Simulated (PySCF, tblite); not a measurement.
# C₅H₉F₃: a rotation path, then NMR shifts on frames, part 2 of 2

tblite 0.8.0 and PySCF 2.14.0. Atoms count from 0.

## (5) Nuclear shieldings: image 5, PBE0/pcSseg-1

The job: settings as JSON, then the geometry in Å.

```
{"job": {"kind": "nmr", "xc": "PBE0", "basis": "pcSseg-1", "pop": false}, "charge": 0, "multiplicity": 1}
C      0.187500    -0.747600    -1.349300
C     -0.012500    -0.001900    -0.027600
C     -0.314700     1.474300    -0.300600
C     -1.194200    -0.643300     0.712700
F     -1.409300    -0.035600     1.923100
C      1.251800    -0.137200     0.863300
F      2.311900    -0.627600     0.172100
F      1.664900     1.051800     1.354200
H     -0.708600    -0.665500    -1.958800
H      0.398500    -1.800100    -1.176700
H      1.020900    -0.317700    -1.899600
H      0.536000     1.953500    -0.777100
H     -1.177600     1.554300    -0.955700
H     -0.530800     1.997600     0.628700
H     -1.006000    -1.702200     0.921300
H     -2.116200    -0.537300     0.134600
H      1.091400    -0.803500     1.725400
```

With the program's defaults for keys left out, this is: GIAO PBE0/pcSseg-1 NMR shielding, non-relativistic, gas phase.

The program printed:

```text
coarse grid: 14272 points
cycle   1  E = -494.7301547512  dE =  8.680e-01  |g| = 8.065e-01  |ddm| = 3.396e+00
cycle   2  E = -494.6403120665  dE =  8.984e-02  |g| = 1.137e+00  |ddm| = 1.222e+00
cycle   3  E = -494.8407962602  dE = -2.005e-01  |g| = 7.544e-02  |ddm| = 7.513e-01
cycle   4  E = -494.8417162802  dE = -9.200e-04  |g| = 3.709e-02  |ddm| = 8.674e-02
cycle   5  E = -494.8420332861  dE = -3.170e-04  |g| = 5.711e-03  |ddm| = 3.780e-02
cycle   6  E = -494.8420397277  dE = -6.442e-06  |g| = 2.003e-03  |ddm| = 6.658e-03
final grid: 139200 points
cycle   7  E = -494.9114744715  dE = -6.806e-05  |g| = 9.480e-03  |ddm| = 4.370e-02
cycle   8  E = -494.9114609140  dE =  1.356e-05  |g| = 1.294e-02  |ddm| = 1.900e-02
cycle   9  E = -494.9114945027  dE = -3.359e-05  |g| = 1.200e-03  |ddm| = 1.054e-02
cycle  10  E = -494.9114947348  dE = -2.321e-07  |g| = 2.847e-04  |ddm| = 1.132e-03
cycle  11  E = -494.9114947485  dE = -1.364e-08  |g| = 6.029e-05  |ddm| = 2.320e-04
cycle  12  E = -494.9114947492  dE = -7.146e-10  |g| = 2.294e-05  |ddm| = 6.060e-05
converged SCF energy = -494.9114947492

GIAO shielding tensors (ppm)
atom      isotropic    diamagn.    paramagn.     s11        s22        s33       span
  0 C      167.512     246.911     -79.399    155.029    160.884    186.623     31.594
  1 C      142.540     249.926    -107.386    130.404    143.486    153.729     23.324
  2 C      166.299     246.494     -80.194    150.429    164.978    183.491     33.062
  3 C       93.014     243.075    -150.061     59.929     82.863    136.251     76.321
  4 F      424.510     473.674     -49.164    393.133    416.666    463.730     70.597
  5 C       62.064     238.492    -176.428     42.155     67.089     76.948     34.793
  6 F      312.580     472.708    -160.128    208.017    329.064    400.660    192.643
  7 F      306.887     472.553    -165.666    212.764    322.011    385.886    173.122
  8 H       31.262      30.781       0.481     26.957     29.059     37.769     10.812
  9 H       30.898      30.496       0.403     26.890     28.099     37.706     10.816
 10 H       30.219      30.501      -0.281     26.316     28.303     36.039      9.723
 11 H       30.349      30.491      -0.142     26.265     28.516     36.266     10.002
 12 H       31.144      30.853       0.291     27.092     28.636     37.703     10.611
 13 H       29.802      30.168      -0.366     26.043     27.698     35.665      9.621
 14 H       27.193      30.258      -3.064     22.565     28.767     30.248      7.683
 15 H       27.383      30.136      -2.753     22.896     28.570     30.682      7.786
 16 H       25.508      28.795      -3.287     22.957     25.181     28.385      5.428
```

It took 30 s on 1 thread of Arm Neoverse V1, shared host; peak memory 0.84 GiB.

This run: δ C5 124.9, C3 93.9, C1 44.4, C2 20.6, H16 6.21, H14 4.52 ppm.

## (6) Nuclear shieldings: image 6, PBE0/pcSseg-1

The job: settings as JSON, then the geometry in Å.

```
{"job": {"kind": "nmr", "xc": "PBE0", "basis": "pcSseg-1", "pop": false}, "charge": 0, "multiplicity": 1}
C      0.174800    -0.777100    -1.334300
C     -0.015600    -0.003200    -0.027600
C     -0.291100     1.473300    -0.324400
C     -1.201900    -0.616600     0.728400
F     -1.407000     0.009100     1.930000
C      1.251000    -0.143500     0.852100
F      2.362300    -0.361200     0.103900
F      1.508300     0.977400     1.559500
H     -0.720900    -0.698700    -1.944700
H      0.376700    -1.828000    -1.141400
H      1.010500    -0.364300    -1.894100
H      0.571100     1.927900    -0.804600
H     -1.150200     1.560200    -0.983800
H     -0.500700     2.013500     0.596600
H     -1.026200    -1.675200     0.950600
H     -2.124300    -0.508000     0.150800
H      1.176300    -0.973300     1.573000
```

Method: GIAO PBE0/pcSseg-1 NMR shielding, non-relativistic, gas phase.

The program printed:

```text
coarse grid: 14272 points
cycle   1  E = -494.7312268194  dE =  8.713e-01  |g| = 8.059e-01  |ddm| = 3.396e+00
cycle   2  E = -494.6419073591  dE =  8.932e-02  |g| = 1.136e+00  |ddm| = 1.243e+00
cycle   3  E = -494.8417726358  dE = -1.999e-01  |g| = 7.582e-02  |ddm| = 7.676e-01
cycle   4  E = -494.8427014461  dE = -9.288e-04  |g| = 3.715e-02  |ddm| = 8.676e-02
cycle   5  E = -494.8430200110  dE = -3.186e-04  |g| = 5.704e-03  |ddm| = 3.795e-02
cycle   6  E = -494.8430264223  dE = -6.411e-06  |g| = 2.013e-03  |ddm| = 6.647e-03
final grid: 139200 points
cycle   7  E = -494.9129883493  dE = -7.127e-05  |g| = 9.695e-03  |ddm| = 4.367e-02
cycle   8  E = -494.9129735476  dE =  1.480e-05  |g| = 1.340e-02  |ddm| = 1.944e-02
cycle   9  E = -494.9130088903  dE = -3.534e-05  |g| = 1.160e-03  |ddm| = 1.087e-02
cycle  10  E = -494.9130091124  dE = -2.221e-07  |g| = 2.936e-04  |ddm| = 1.127e-03
cycle  11  E = -494.9130091273  dE = -1.492e-08  |g| = 5.837e-05  |ddm| = 2.391e-04
cycle  12  E = -494.9130091280  dE = -6.731e-10  |g| = 2.249e-05  |ddm| = 5.910e-05
converged SCF energy = -494.9130091280

GIAO shielding tensors (ppm)
atom      isotropic    diamagn.    paramagn.     s11        s22        s33       span
  0 C      167.812     247.210     -79.397    155.714    160.166    187.557     31.842
  1 C      142.617     249.725    -107.107    130.953    144.355    152.543     21.590
  2 C      167.678     246.557     -78.879    152.761    165.669    184.603     31.843
  3 C       92.946     242.763    -149.817     59.699     82.932    136.209     76.510
  4 F      422.816     473.518     -50.701    389.282    417.045    462.121     72.839
  5 C       61.228     239.076    -177.849     41.660     68.049     73.974     32.314
  6 F      314.294     472.939    -158.645    206.447    331.823    404.613    198.165
  7 F      307.474     472.849    -165.375    214.079    324.446    383.895    169.817
  8 H       31.261      30.812       0.450     26.983     29.004     37.797     10.814
  9 H       31.000      30.527       0.473     26.979     28.068     37.953     10.973
 10 H       30.224      30.546      -0.322     26.108     28.584     35.980      9.871
 11 H       30.433      30.388       0.044     26.326     28.509     36.463     10.137
 12 H       31.148      30.837       0.310     27.102     28.618     37.722     10.620
 13 H       29.703      30.134      -0.432     25.758     27.814     35.537      9.779
 14 H       27.181      30.219      -3.038     22.558     28.786     30.200      7.641
 15 H       27.374      30.115      -2.741     22.822     28.578     30.723      7.901
 16 H       25.548      29.020      -3.473     23.118     24.971     28.555      5.437
```

It took 29 s on 1 thread of Arm Neoverse V1, shared host; peak memory 0.83 GiB.

In short: δ C5 125.7, C3 94.0, C1 44.3, C2 19.2, H16 6.17, H14 4.54 ppm.

## (7) Shielding tensors: image 8, PBE0/pcSseg-1

The job: settings as JSON, then the geometry in Å.

```
{"job": {"kind": "nmr", "xc": "PBE0", "basis": "pcSseg-1", "pop": false}, "charge": 0, "multiplicity": 1}
C      0.151900    -0.834300    -1.302300
C     -0.021700    -0.007000    -0.026200
C     -0.245600     1.470000    -0.356400
C     -1.217500    -0.567400     0.755300
F     -1.469800     0.150500     1.891900
C      1.255900    -0.150100     0.819300
F      2.349000     0.200300     0.093900
F      1.255300     0.663200     1.895600
H     -0.732400    -0.741600    -1.927100
H      0.302800    -1.886200    -1.067800
H      1.011000    -0.478700    -1.865000
H      0.623200     1.872200    -0.871300
H     -1.117400     1.582200    -0.995500
H     -0.404300     2.037100     0.557800
H     -1.040400    -1.602700     1.068500
H     -2.123600    -0.514400     0.143000
H      1.416800    -1.180900     1.176400
```

With the program's defaults for keys left out, this is: GIAO PBE0/pcSseg-1 NMR shielding, non-relativistic, gas phase.

The program printed:

```text
coarse grid: 14272 points
cycle   1  E = -494.7344568677  dE =  8.791e-01  |g| = 8.058e-01  |ddm| = 3.394e+00
cycle   2  E = -494.6457381717  dE =  8.872e-02  |g| = 1.135e+00  |ddm| = 1.267e+00
cycle   3  E = -494.8450212504  dE = -1.993e-01  |g| = 7.659e-02  |ddm| = 7.872e-01
cycle   4  E = -494.8459680507  dE = -9.468e-04  |g| = 3.740e-02  |ddm| = 8.689e-02
cycle   5  E = -494.8462917769  dE = -3.237e-04  |g| = 5.656e-03  |ddm| = 3.833e-02
cycle   6  E = -494.8462980288  dE = -6.252e-06  |g| = 2.009e-03  |ddm| = 6.551e-03
final grid: 139200 points
cycle   7  E = -494.9161543756  dE = -6.921e-05  |g| = 9.527e-03  |ddm| = 4.304e-02
cycle   8  E = -494.9161399738  dE =  1.440e-05  |g| = 1.316e-02  |ddm| = 1.920e-02
cycle   9  E = -494.9161743498  dE = -3.438e-05  |g| = 1.142e-03  |ddm| = 1.069e-02
cycle  10  E = -494.9161745658  dE = -2.159e-07  |g| = 2.896e-04  |ddm| = 1.137e-03
cycle  11  E = -494.9161745801  dE = -1.437e-08  |g| = 5.549e-05  |ddm| = 2.302e-04
cycle  12  E = -494.9161745807  dE = -5.989e-10  |g| = 2.157e-05  |ddm| = 5.583e-05
converged SCF energy = -494.9161745807

GIAO shielding tensors (ppm)
atom      isotropic    diamagn.    paramagn.     s11        s22        s33       span
  0 C      167.574     247.809     -80.235    154.301    157.979    190.443     36.142
  1 C      143.188     249.392    -106.204    135.048    145.407    149.110     14.062
  2 C      170.954     246.747     -75.792    156.582    168.198    188.083     31.500
  3 C       95.591     241.850    -146.259     59.288     84.302    143.183     83.894
  4 F      420.171     472.998     -52.826    385.780    415.665    459.069     73.289
  5 C       60.396     240.407    -180.011     41.614     68.933     70.641     29.027
  6 F      317.391     473.670    -156.279    214.408    341.290    396.474    182.066
  7 F      311.119     473.236    -162.117    212.539    326.914    393.904    181.365
  8 H       31.214      30.822       0.392     27.002     28.858     37.784     10.782
  9 H       31.154      30.686       0.468     26.898     28.332     38.232     11.334
 10 H       30.364      30.503      -0.139     25.911     28.975     36.205     10.294
 11 H       30.394      30.315       0.079     25.850     28.960     36.372     10.523
 12 H       31.158      30.757       0.401     27.129     28.507     37.838     10.710
 13 H       29.703      30.023      -0.319     25.340     28.113     35.658     10.318
 14 H       27.136      29.911      -2.775     22.601     28.557     30.250      7.648
 15 H       27.352      29.992      -2.640     22.485     28.713     30.858      8.373
 16 H       25.682      29.527      -3.845     23.527     24.689     28.830      5.303
```

Wall time 29 s (1 thread of Arm Neoverse V1, shared host); peak memory 0.83 GiB.

Key values: δ C5 126.5, C3 91.3, C1 43.7, C0 19.4, H16 6.04, H14 4.58 ppm.

## (8) Side by side: NMR shifts

Shifts (ppm) of some atoms, chosen among heavy atoms and hydrogens apart, with basis size and wall time:

```csv
frame,C2,C0,H13,H9,F6,F7,F4,functions,time
image 0,20.1,14.9,1.60,1.08,-154.2,-163.2,-261.1,181,40 s
image 2,20.8,17.5,1.66,1.10,-150.4,-151.7,-256.6,181,29 s
image 5,20.6,19.4,1.91,0.82,-141.6,-135.9,-253.6,181,30 s
image 6,19.2,19.1,2.01,0.72,-143.3,-136.5,-251.9,181,29 s
image 8,16.0,19.4,2.01,0.56,-146.4,-140.2,-249.2,181,29 s
```

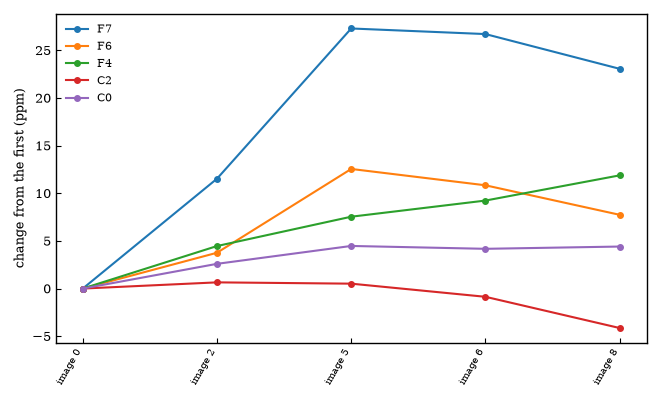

How five of the tabulated atoms move from run to run.

## (9) Summary of results

What follows sums up all 2 parts.

```
                                         quantity                                                     value
                                          barrier                        0.182 eV (4.2 kcal/mol) at image 5
                            end to end (GFN2-xTB)                                                  0.118 eV
  13C shifts against TMS (PBE0/pcSseg-1, image 0)                         123.8, 90.5, 43.9, 20.1, 14.9 ppm
   1H shifts against TMS (PBE0/pcSseg-1, image 0)  6.24, 4.88, 4.28, 1.60, 1.32, 1.24, 1.08, 0.71, 0.33 ppm
19F shifts against CFCl3 (PBE0/pcSseg-1, image 0)                                -154.2, -163.2, -261.1 ppm
            surface potential, 1st and 99th percentile                                        -0.88 V and 1.05 V
                         range of the shift of F7                                      -163.2 to -135.9 ppm
```

**Reading.** Along the band the dihedral turns by 111°, and the top (dihedral 131°) lies 4.2 kcal/mol above the start (GFN2-xTB, rough), so at room temperature this motion is fast. The top was not checked by a frequency run. Shifts at one fixed geometry are not the observed spectrum, which averages over the motion. In the first frame run (image 0): The largest span, 205 ppm, is at F7, where the paramagnetic term is -139 ppm. Across the 5 runs the shift of F7 moves most, between -163.2 (image 0) and -135.9 ppm (image 5).
